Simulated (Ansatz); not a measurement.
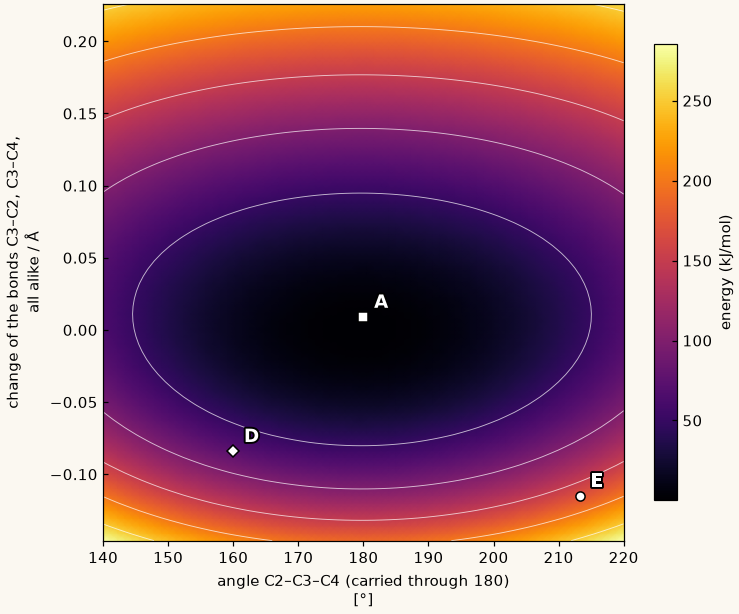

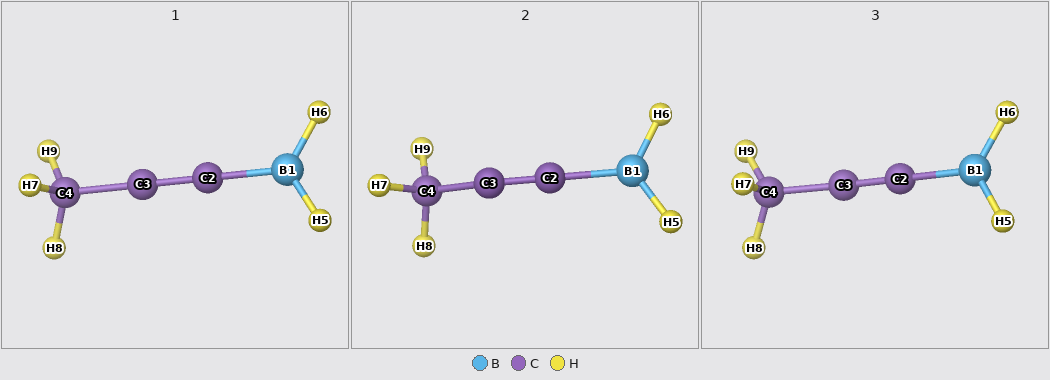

C₃H₅B, SMILES BC#CC. First axis: angle C2–C3–C4 (carried through 180). Second axis: change of the bonds C3–C2, C3–C4, all alike. Nothing is relaxed (all other coordinates rigid). The grid has 13 × 13 points. Points are written as (first, second). All energies are given in kJ/mol relative to the relaxed molecule at the same level. All numbers below come from Ansatz 0.2.0, RKS PBE0-D4/def2-TZVP.

The picture shows a smooth colour map with a few white contour lines, lettered points. Between grid points the surface is interpolated. The numbered pictures are the structures at these points, in random order.

**Which structure belongs to which point?**

A is structure 1: (180.0°, 0.009 Å), 0.5 kJ/mol; D is structure 3: (160.0°, −0.084 Å), 75 kJ/mol; E is structure 2: (213.3°, −0.115 Å), 172 kJ/mol.
